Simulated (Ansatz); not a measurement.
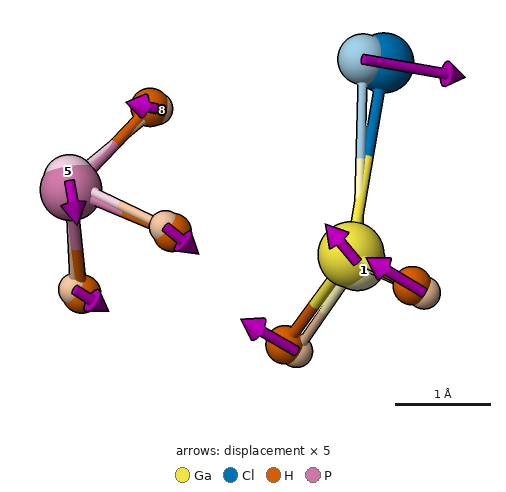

A relaxation of GaPH₅Cl. The starting structure is drawn faded, the final one solid; purple arrows show the displacements, 5 times their true length. The two geometries are superimposed by the best rigid fit.

The picture is a ball-and-stick view, seen at a tilt.

The run prepares an end point of a later path (reaction) calculation, from a guessed geometry.

The calculation used RKS PBE0-D4/def2-SVP (Ansatz 0.2.0). Set-up: no spin polarisation; force threshold 0.03 eV/Å; at most 50 steps.

**What did the optimiser do to the structure, and how much energy did it gain?**

The Cl atom moves most after the best rigid fit: 0.25 Å. Largest moves by element: Cl 0.25 Å, H 0.15 Å, Ga 0.11 Å, P 0.10 Å. Near-neighbour distances that change, for instance: Ga–P 3.485 → 3.369 Å, Cl–Ga 2.219 → 2.170 Å, H–P 1.426 → 1.431 Å. Over 5 geometry steps the energy falls by 1.13 kcal/mol. The largest force component goes from 0.63 to 0.023 eV/Å. Cost: 17 s on 2 threads of Intel(R) Xeon(R) Platinum 8259CL CPU @ 2.50GHz (Skylake/Cascade Lake), on a shared host, peak memory 0.23 GiB.

Limits of the set-up: the start holds two separate molecules, 2.6 Å apart at their closest, whose relative position is a soft coordinate.
